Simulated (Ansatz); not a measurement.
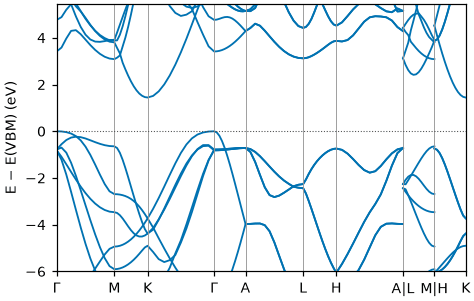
*Band structure from PBE (plane waves, PAW; program Ansatz)*

Question: Read off the gap and where the band edges lie.

Answer: About 1.4 eV (1.44 eV by a search for the band edges); maximum at Γ, minimum at K.

Question: Which of these materials gives this?
A. ZnO, wurtzite
B. ZnS, NiAs type
C. BeS, NiAs type
D. SnC, wurtzite

Answer: C, BeS, NiAs type

Space group P6_3/mmc (NiAs type). The start of the workflow was typed in or built on a structure type; neither database checked (COD, Materials Project) lists it. COD files the formula under space group No. 216, so this cell is another polymorph or a model. Its standing as an ambient phase is unchecked. Symmetry was held in the PBE relaxation; whether a distortion lowers the energy is not shown.

Potentials: the earlier of the program's two PAW sets.
